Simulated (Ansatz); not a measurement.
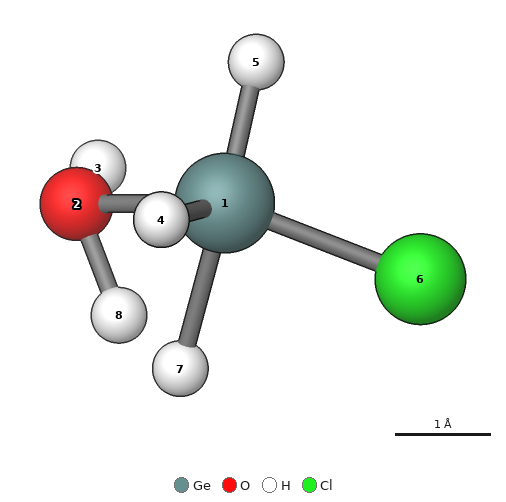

Fig. 1: The structure as given in the input (ball-and-stick view, seen at a tilt; atoms are numbered from 1 in the order of the input). Sticks mark near contacts.

# GeH₅ClO: frequency calculation

System: GeH₅ClO.
Method: RKS PBE/def2-SVP (Ansatz 0.2.0).

It belongs to a series of runs on one base structure; here: vibrations at the highest image of the band. Figures and captions count atoms from 1; the log counts them from 0 in places.

## Input
```yaml
crystal:
  periodic: [false, false, false]
  atoms:
    - { symbol: Ge, position_ang: [-0.055902, -0.158072, 0.016504] }
    - { symbol: O, position_ang: [0.375274, -0.160784, 1.995677] }
    - { symbol: H, position_ang: [-0.422319, -0.113262, 2.563332] }
    - { symbol: H, position_ang: [1.279158, 0.231575, -0.650714] }
    - { symbol: H, position_ang: [-1.035897, 1.042219, 0.188381] }
    - { symbol: Cl, position_ang: [-1.307843, -1.402335, -1.315846] }
    - { symbol: H, position_ang: [0.59808, -1.828322, 0.62553] }
    - { symbol: H, position_ang: [0.568151, -1.306418, 1.492339] }
basis:
  gaussian: { orbitals: def2-SVP }
hamiltonian:
  xc: pbe
phonons: {}
```

Run on 2 threads of Arm Neoverse V1, 24 GiB of memory available, shared host.

Launched with:
```bash
ansatz run input.yaml --threads 2 --pin off --max-ram 3072MiB --backend cpu --events-out ev --progress --plain --runs-dir out
```

## Output
```
Engine: ansatz 0.2.0, aarch64-unknown-linux-gnu
Functional definition: PBE
  parameter kappa = 0.804
  parameter beta = 0.06672455060314922
  exchange = pbe_x(kappa = kappa, mu = beta*pi^2/3)
  correlation = pbe_c(beta = beta)
979 factors; their error is unknown
mean field evaluation 1: about -71134.5579 eV, gradient 5.5e1 eV
mean field evaluation 2: about -71089.0050 eV, gradient 1.5e2 eV
mean field evaluation 4: about -71139.4784 eV, gradient 1.0e1 eV
mean field evaluation 8: about -71139.6539 eV, gradient 2.0e-1 eV
mean field evaluation 16: about -71139.5996 eV, gradient 1.0e-4 eV
mean field -71139.59957041 eV, -2614.3320640600 hartree, gradient 1.4e-5 eV, S^2 0.000000; 0 other end points of the search recorded, 0 dependent functions left out
the calculation of the forces begins
reference -71139.59960199 eV, -2614.3320652205 hartree; 31, 31 occupied and 58, 58 virtual orbitals, 979 factors
these checks for a lower state are left out or cut short: stability, starts, cluster_reference, orbital_swaps, neighbouring_geometries, increment
979 factors; their error is unknown
mean field -71139.59948393 eV, -2614.3320608821 hartree, gradient 1.1e-6 eV, S^2 0.000000; 0 other end points of the search recorded, 0 dependent functions left out
[... from here on the field's lines of each further geometry are left out, up to the last ...]
the calculation of the forces begins
reference -71139.59960862 eV, -2614.3320654644 hartree; 31, 31 occupied and 58, 58 virtual orbitals, 979 factors
these checks for a lower state are left out or cut short: stability, starts, cluster_reference, orbital_swaps, neighbouring_geometries, increment
979 factors; their error is unknown
mean field -71139.59954406 eV, -2614.3320630917 hartree, gradient 2.0e-6 eV, S^2 0.000000; 0 other end points of the search recorded, 0 dependent functions left out
the calculation of the forces begins
reference -71139.59957563 eV, -2614.3320642520 hartree; 31, 31 occupied and 58, 58 virtual orbitals, 979 factors
WARN: phonons: modes at or below zero, which the zero-point energy, F, S and C_V leave out: 1, the lowest at -1267.09 cm⁻¹. A minimum has none, and a first-order saddle one
Total energy: -71139.59960199 eV, -2614.3320652205 hartree
Atom 0 at    -0.055902    -0.158072     0.016504 Å, force     0.000915     0.005082    -0.000220 eV/Å
Atom 1 at     0.375274    -0.160784     1.995677 Å, force    -0.013442    -0.020041    -0.009963 eV/Å
Atom 2 at    -0.422319    -0.113262     2.563332 Å, force     0.002970     0.008060     0.004985 eV/Å
Atom 3 at     1.279158     0.231575    -0.650714 Å, force    -0.000426    -0.000305    -0.001391 eV/Å
Atom 4 at    -1.035897     1.042219     0.188381 Å, force     0.002299     0.001449     0.001346 eV/Å
Atom 5 at    -1.307843    -1.402335    -1.315846 Å, force     0.000649    -0.001595     0.002159 eV/Å
Atom 6 at     0.598080    -1.828322     0.625530 Å, force     0.001541    -0.003031    -0.003491 eV/Å
Atom 7 at     0.568151    -1.306418     1.492339 Å, force     0.005494     0.010381     0.006576 eV/Å
Dipole moment:    -0.023633     0.203428     0.404329 e Å
Vibrations: -1267.09 75.39 318.89 376.11 390.61 520.70 570.33 648.42 805.67 811.90 869.58 879.89 1309.01 1612.02 1890.05 2035.89 2118.86 3667.01 cm⁻¹, zero-point energy 1.171671 eV
```

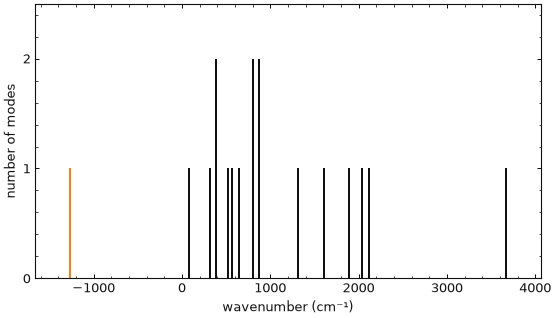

Fig. 2: Harmonic vibrational wavenumbers from the force constants; neighbouring modes closer than 22 cm⁻¹ are counted in one stick, and imaginary ones are drawn at negative wavenumbers. 18 modes from 1267i to 3667 cm⁻¹, 1 imaginary beyond 8i (1267i cm⁻¹): a first-order saddle point, if the geometry is stationary.

## Summary

```json
{"quantity": "outcome", "value": "converged"}
{"quantity": "total energy", "value": "−71139.5996 eV"}
{"quantity": "mean-field energy", "value": "−71139.5996 eV"}
{"quantity": "largest force (length of the vector)", "value": "0.026 eV/Å"}
{"quantity": "wall time", "value": "44 s (CPU time 84 s)"}
{"quantity": "peak memory", "value": "0.12 GiB"}
```
